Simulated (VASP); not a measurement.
Given:

```yaml
crystal:
  lattice:
    - [-1.65155, 1.65155, 4.09782]
    - [1.65155, -1.65155, 4.09782]
    - [1.65155, 1.65155, -4.09782]
  atoms:
    - { symbol: Ge, position: [0.33722, 0.33722, 0.00000] }
    - { symbol: Ge, position: [0.66278, 0.66278, 0.00000] }
    - { symbol: W, position: [0.00000, 0.00000, 0.00000] }
```

Computed with PBEsol GGA, VASP's PBE PAW potentials (set 64) (plane waves; VASP). Run with 400 eV cut-off, 15×15×15 Γ-centred mesh, tetrahedra with Blöchl corrections, potentials Ge_d W_sv.

Unless said otherwise, spin-orbit coupling is left out, though it shifts the bands of the heavy elements here.

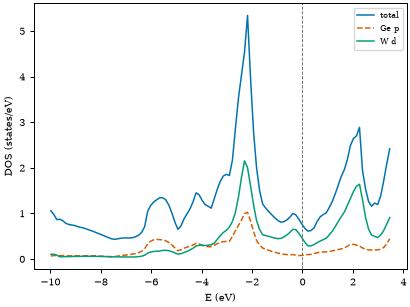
Figure: Total and projected density of states, zero at the Fermi level

Within 2 eV below the Fermi level the largest weight inside VASP's projection spheres is W d, then Ge p.

It has no gap at this level: it comes out as a metal or semimetal.

The structure comes from a measured Ge2W entry (I4/mmm) of the Crystallography Open Database, whose conditions weren't checked. It was relaxed first.
